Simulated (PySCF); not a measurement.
# USVWN5/def2-SVPD run of GePN2H6 (SMILES [NH][GeH]([NH2])[PH2])

What is the vertical ionisation energy of GePN2H6 at USVWN5/def2-SVPD? Input form: a Python script.

The results are computed with PySCF 2.14.0.

**1. The molecule**

GePN2H6: 10 atoms, total charge 0, spin state doublet. SMILES: `[NH][GeH]([NH2])[PH2]`. Geometry: a GFN2-xTB relaxation, a rough one for these elements and not checked as a minimum. This is one conformer, not always the lowest.

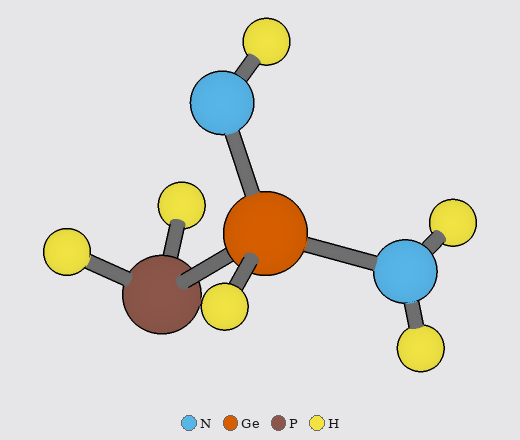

The structure, seen from a chosen angle (nitrogen blue, germanium orange, phosphorus brown, hydrogen yellow).

**2. The energy at USVWN5/def2-SVPD**

calc.py reads:

```python
# [NH][GeH]([NH2])[PH2]
from pyscf import gto, dft

mol = gto.M(
    atom='''
N     -1.854842     2.985635     0.231945
Ge     0.036358     0.473811     1.122932
N      3.435428     0.310274     0.547718
P     -1.937442    -3.080726    -0.915081
H     -1.308824     4.111912    -1.213355
H     -0.313997    -0.212915     3.859123
H      4.315511    -1.338928     0.906974
H      4.136138     1.052577    -1.062366
H     -2.158086    -1.941996    -3.268621
H     -4.350263    -2.359644    -0.209287
''',
    spin=1,
    verbose=4,
    max_memory=1860,
    basis='def2-svpd',
    unit='bohr',
)

mf = dft.UKS(mol)
mf.xc = 'svwn'
mf.conv_tol = 1e-10
mf.grids.level = 4
mf.kernel()
if not mf.converged:
    mf = mf.newton().run(mf.mo_coeff, mf.mo_occ)

energy = mf.e_tot
print('E = %.10f Eh' % energy)
```

The run is started by

```console
OMP_NUM_THREADS=1 python calc.py
```

The program printed:

```text
PySCF version 2.14.0

[... 118 lines left out ...]
converged SCF energy = -2525.64321916942  <S^2> = 0.75393135  2S+1 = 2.0039275
E = -2525.6432191694 Eh
```

Run time: 53 s. Hardware: 1 thread of Arm Neoverse V1, shared host; peak memory 0.79 GiB.

**3. The singlet cation at the same level**

calc.py reads:

```python
from pyscf import gto, dft

mol = gto.Mole()
mol.atom = '''
N     -1.854842     2.985635     0.231945
Ge     0.036358     0.473811     1.122932
N      3.435428     0.310274     0.547718
P     -1.937442    -3.080726    -0.915081
H     -1.308824     4.111912    -1.213355
H     -0.313997    -0.212915     3.859123
H      4.315511    -1.338928     0.906974
H      4.136138     1.052577    -1.062366
H     -2.158086    -1.941996    -3.268621
H     -4.350263    -2.359644    -0.209287
'''
mol.charge = 1
mol.unit = 'bohr'
mol.basis = 'def2-svpd'
mol.max_memory = 1860
mol.verbose = 4
mol.build()

myscf = dft.RKS(mol, xc='svwn')
myscf.conv_tol = 1e-10
myscf.grids.level = 4
myscf.kernel()
if not myscf.converged:
    myscf = myscf.newton().run(myscf.mo_coeff, myscf.mo_occ)

e_tot = myscf.e_tot
print('E(%s) = %.9f' % ('SVWN5', e_tot))
```

The run is started by

```console
OMP_NUM_THREADS=1 python calc.py
```

The program printed:

```text
PySCF version 2.14.0

[... 98 lines left out ...]
SCF not converged.
SCF energy = -2525.32650291997
[... 24 lines left out ...]
becke partition: Becke, JCP 88, 2547 (1988); DOI:10.1063/1.454033
pruning grids: <function nwchem_prune>
grids dens level: 4
symmetrized grids: False
atomic radii adjust function: <function treutler_atomic_radii_adjust>
small_rho_cutoff = 0
******** <class 'pyscf.dft.rks.RKS'> Newton solver flags ********
SCF tol = 1e-10
conv_tol_grad = None
max. SCF cycles = 50
direct_scf = True
direct_scf_tol = 1e-13
max_cycle_inner = 12
max_stepsize = 0.05
ah_start_tol = 1e+09
ah_level_shift = 0
ah_conv_tol = 1e-12
ah_lindep = 1e-14
ah_start_cycle = 1
ah_max_cycle = 40
ah_grad_trust_region = 2.5
kf_interval = 4
kf_trust_region = 5
canonicalization = True
Set conv_tol_grad to 1e-05
  HOMO = -0.439615901972703  LUMO = -0.417865596531457  gap/eV = 0.59186
Initial guess E= -2525.32650291997  |g|= 6.09689e-05
macro= 0  E= -2525.3265029212  delta_E= -1.23237e-09  |g|= 6.09689e-05  1 KF 3 JK
macro= 1  E= -2525.3265029212  delta_E= 9.09495e-13  |g|= 3.01228e-06  1 KF 2 JK
Canonicalize SCF orbitals
macro X = 2  E=-2525.3265029212  |g|= 3.01228e-06  total 3 KF 8 JK
converged SCF energy = -2525.3265029212
E(SVWN5) = -2525.326502921
```

Run time: 51 s. Hardware: 1 thread of Arm Neoverse V1, shared host; peak memory 0.79 GiB.

**4. What came out**

At USVWN5/def2-SVPD:

| quantity | value |
| --- | --- |
| doublet GePN2H6: total energy | -2525.64322 Eh |
| doublet GePN2H6: dipole moment | 2.29 D |
| doublet GePN2H6: HOMO energy (highest over α and β) | -5.80 eV |
| doublet GePN2H6: LUMO energy (lowest over α and β) | -4.92 eV |
| doublet GePN2H6: ⟨S²⟩ | 0.754 |
| singlet cation: total energy | -2525.32650 Eh |
| singlet cation: HOMO energy | -11.96 eV |
| singlet cation: LUMO energy | -11.37 eV |
| singlet cation: HOMO–LUMO gap | 0.59 eV |
| vertical ionisation energy (to the singlet cation) | 8.618 eV |

Removing an electron at fixed nuclei costs 8.62 eV (832 kJ/mol). Only the singlet of the ionised species was computed; a triplet could lie lower. Mulliken charges (doublet GePN2H6) run from -0.33 on P4 to +0.20 on H10; in a basis this large or diffuse they mean little.
